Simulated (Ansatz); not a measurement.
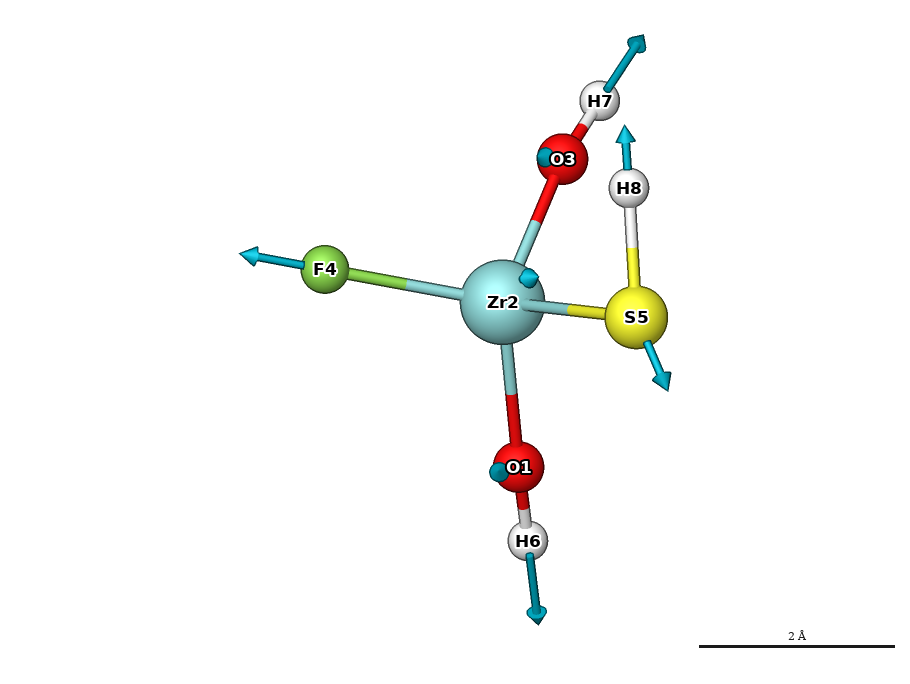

Arrows show the forces on the atoms, 2 Å of arrow for 1 eV/Å; forces under a tenth of the largest aren't drawn. The species is neutral and a spin singlet. Level of theory: PBE-D4/def2-TZVPP (Ansatz 0.2.0).

List the force components in the frame of the picture (x right, y up, z towards the viewer), in eV/Å.

```json
{"atom": "O1", "Fx": "−0.01", "Fy": "0.02", "Fz": "0.15"}
{"atom": "Zr2", "Fx": "0.09", "Fy": "0.01", "Fz": "0.12"}
{"atom": "O3", "Fx": "−0.07", "Fy": "0.01", "Fz": "0.13"}
{"atom": "F4", "Fx": "−0.34", "Fy": "0.06", "Fz": "0.09"}
{"atom": "S5", "Fx": "0.11", "Fy": "−0.26", "Fz": "0.11"}
{"atom": "H6", "Fx": "0.05", "Fy": "−0.36", "Fz": "−0.30"}
{"atom": "H7", "Fx": "0.19", "Fy": "0.29", "Fz": "−0.32"}
{"atom": "H8", "Fx": "−0.02", "Fy": "0.24", "Fz": "0.03"}
```
